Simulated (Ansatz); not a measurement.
# CCSD(T)/STO-3G run of SnClF (SMILES [F][Sn][Cl])

Aim: the energy change on altering one bond length of SnClF at CCSD(T)/STO-3G, from 2 runs. 

The calculation is run with Ansatz 0.2.0.

59 further runs of the same task are left out: 12 that didn't finish, 47 set aside as unsound or not needed.

**1. The structure to begin with**

The species is SnClF (3 atoms), meant as a singlet with charge 0. As SMILES, `[F][Sn][Cl]`. Geometry: relaxed at PBE0-D4/def2-TZVP.

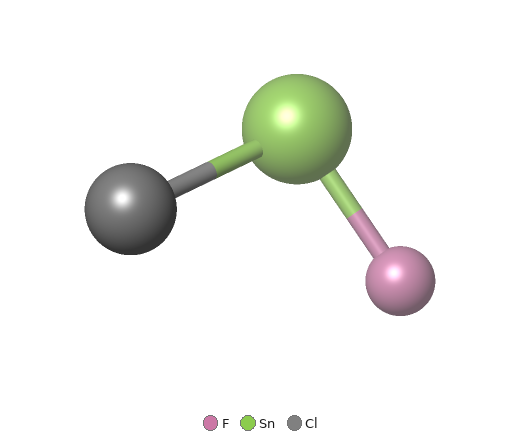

Viewed from a chosen angle; fluorine pink, tin green, chlorine grey.

**2. The energy at CCSD(T)/STO-3G**

molecule.yaml

```yaml
crystal:
  periodic: [false, false, false]
  atoms:
    - {symbol: F, position_ang: [-1.389600, 0.223100, -0.744400]}
    - {symbol: Sn, position_ang: [0.164300, 0.898100, 0.190700]}
    - {symbol: Cl, position_ang: [1.214300, -1.186000, 0.540500]}
basis:
  gaussian: {orbitals: STO-3G}
scf: {omitted_lower_state_checks: [cluster_reference, increment]}
correlation: {method: ccsd_t, frozen_orbitals: {Cl: 5, F: 1, Sn: 18}}
accuracy: high
```

Run with:

```console
$ ansatz run molecule.yaml --threads 1 --pin off --max-ram 2610MiB --events-out events.jsonl --progress --plain --runs-dir runs
```

Output, shortened:

```text
Warning: RAYON_NUM_THREADS=1 ignored (pool sized by the plan → 1); use --threads N
Functional definition: HF
  name "HF"
[...]
752 factors; integrals over basis functions are off by at most 5.4e-9 eV
[...]
mean field -177308.66428284 eV, -6515.9732282651 hartree, gradient 3.3e-8 eV, S^2 0.000000; 0 other end points of the search recorded, 0 dependent functions left out
24 core orbitals not correlated: weight in the atoms' cores, before any rotation towards them, 1.000 or more for the frozen orbitals, at most 0.000 for the correlated occupied ones
reference -177308.66428284 eV, -6515.9732282651 hartree; 14, 14 occupied and 3, 3 virtual orbitals, 752 factors
second order -1.42563800 eV of doubles, -0.00000000 eV of singles
cycle   1  -1.49141181 eV  change   -6.6e-2 eV  update   1.2e-1
[...]
cycle  21  -1.76237151 eV  change   -1.0e-9 eV  update   1.6e-9
perturbative correction -0.20295692 eV, -0.0074585291 hartree
Total energy: -177310.62961126 eV, -6516.0454527525 hartree
Checks for a lower state left out: cluster_reference, increment
```

Run time: 1.2 s. Hardware: 1 thread of Arm Neoverse V1, shared host; peak memory 0.1 GiB.

**3. The distorted shape at the same level**

run.yaml

```yaml
crystal:
  periodic: [false, false, false]
  atoms:
    - {symbol: F, position_ang: [-1.778087, 0.054345, -0.978182]}
    - {symbol: Sn, position_ang: [0.164300, 0.898100, 0.190700]}
    - {symbol: Cl, position_ang: [1.214300, -1.186000, 0.540500]}
basis:
  gaussian:
    orbitals: STO-3G
correlation:
  method: ccsd_t
  frozen_orbitals: {Cl: 5, F: 1, Sn: 18}
scf:
  omitted_lower_state_checks: [cluster_reference, increment]
accuracy: high
```

Run with:

```console
$ ansatz run run.yaml --threads 1 --pin off --max-ram 2610MiB --events-out events.jsonl --progress --plain --runs-dir runs
```

Output, shortened:

```text
Warning: RAYON_NUM_THREADS=1 ignored (pool sized by the plan → 1); use --threads N
[... 2 set-up lines as earlier in the session ...]
[...]
739 factors; integrals over basis functions are off by at most 3.5e-8 eV
[...]
mean field -177306.20162806 eV, -6515.8827273714 hartree, gradient 1.9e-8 eV, S^2 0.000000; 1 other end points of the search recorded, 0 dependent functions left out; unrestricted orbitals would lower it
24 core orbitals not correlated: weight in the atoms' cores, before any rotation towards them, 1.000 or more for the frozen orbitals, at most 0.000 for the correlated occupied ones
reference -177306.20162806 eV, -6515.8827273714 hartree; 14, 14 occupied and 3, 3 virtual orbitals, 739 factors
second order -1.74247438 eV of doubles, -0.00000000 eV of singles
cycle   1  -2.10651939 eV  change   -3.6e-1 eV  update   1.3e-1
[...]
cycle  29  -2.56233694 eV  change   3.3e-10 eV  update   1.7e-9
perturbative correction -0.11368212 eV, -0.0041777407 hartree
Total energy: -177308.87764712 eV, -6515.9810692577 hartree
Checks for a lower state left out: cluster_reference, increment
```

Wall time 1.2 s (1 thread of Arm Neoverse V1, shared host); peak memory 0.1 GiB.

**4. What came out**

Level: CCSD(T)/STO-3G, 24 core orbitals frozen.

| quantity | value |
| --- | --- |
| first shape: total energy | -6516.04545 Eh |
| first shape: correlation energy (24 core orbitals frozen) | -72.2 mEh |
| first shape: (T) correction | -7.46 mEh |
| first shape: T1 diagnostic | 0.019 |
| distorted shape: total energy | -6515.98107 Eh |
| distorted shape: correlation energy (24 core orbitals frozen) | -98.3 mEh |
| distorted shape: (T) correction | -4.18 mEh |
| distorted shape: T1 diagnostic | 0.021 |
| energy change with the F1–Sn2 bond stretched from 1.935 to 2.419 Å | 1.752 eV |

**Reading.** With the F1–Sn2 bond stretched from 1.935 to 2.419 Å the energy rises by 1.75 eV (40 kcal/mol). The first shape isn't relaxed at this level, so the change isn't measured from a minimum. The minimal basis adds a large error of its own. The triples (first shape) make up 10.3 % of the correlation energy. Relativity is left out (first shape) although the molecule holds a heavy atom. The T1 diagnostic (distorted shape) of 0.021 is above the customary mark for such species, so a single reference may not serve. The restricted solution (distorted shape) is unstable to spin breaking: an unrestricted one lies lower. The triples (distorted shape) make up 4.2 % of the correlation energy.
